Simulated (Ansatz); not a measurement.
ZrSe2 (1T monolayer), computed twice by G0W0.

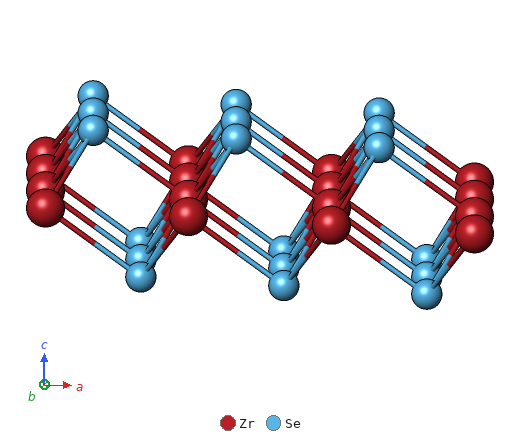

The structure (zirconium red, selenium blue). 3×3×1 cells are drawn. Some periodic images of atoms are drawn too.

The cell holds 3 atoms: 1 Zr and 2 Se. Cell: a = 3.718 Å, b = 3.718 Å, c = 29.400 Å, α = 90.0°, β = 90.0°, γ = 120.0°. Vacuum lies along c.

```xyz
3
Lattice="3.7183 0.0000 0.0000 -1.8592 3.2202 0.0000 0.0000 0.0000 29.4000" Properties=species:S:1:pos:R:3
Zr    0.0000    0.0000   14.7000
Se    0.0000    2.1468   16.2615
Se    1.8592    1.0734   13.1385
```

The structure was relaxed with LDA. The runs that relaxed it are not among those shown.

The first (Ansatz 0.2.0; start LDA, 6×6×1 mesh, 418 empty bands, screening to 65 eV, PAW set soft_1 files; 4 threads of Arm Neoverse V2, shared host) gave, on its mesh: starting gap 0.29 eV, G0W0 gap 1.02 eV, mean of 1 + 4πα/V (set by the cell height) 4.86, 2.3 min.

Question: The second changes empty bands from 418 to 172 and screening cutoff (eV) from 65.0 to 36. What does it give?

It gave: starting gap 0.29 eV, G0W0 gap 0.92 eV, mean of 1 + 4πα/V (set by the cell height) 4.90, 32 s. The G0W0 gap moves by −0.09 eV, +0.00 eV from the start and −0.09 eV from the correction. Σc changes by +0.29 eV at the valence top and +0.20 eV at the conduction bottom, and Σx − Vxc between them by +0.00 eV.

Limits: not at the basis limit; coarse mesh for a sheet; no spin-orbit coupling.

[Paths, hosts, dates, memory and timing lines, banners, echoed tables and standing remarks are left out of the program output.]

[Logs are printed without paths, hosts, clocks, repeated set-up lines and the standing remarks that a program may print on its own settings, such as how far it seeks lower states.]

[Runs of the session that timed out or met a known fault of the program may be left out.]

[Cells called generated may have been cut or substituted from an entry of the Crystallography Open Database or the Materials Project.]

[Hosts, paths, dates, database ids (printed as entryN), source tags and the programs' standing remarks are cut or masked in the printed files.]
